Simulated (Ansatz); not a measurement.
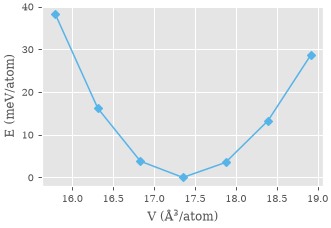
Fig. 1. BeSe in space group P6_3mc (No. 186; Be on 2a, Be on 2b, Se on 2a, Se on 2b) under volume change, the program Ansatz at the PBE level (PAW), shape and atoms relaxed at each volume.

Q: What does a third-order Birch–Murnaghan fit give for V₀, B₀ and B′?

A: V₀ = 17.35 Å³/atom, B₀ = 75.0 GPa, B′ = 3.9.

A made-up cell: these elements were put on the sites of a structure type; neither database checked (COD, Materials Project) lists it. COD files the formula under space group No. 216, so this cell is another polymorph or a model. Its standing as an ambient phase is unchecked. The PBE relaxation kept the symmetry of its start; its stability against distortions is not shown here.

Potentials: the later of the program's two PAW sets.
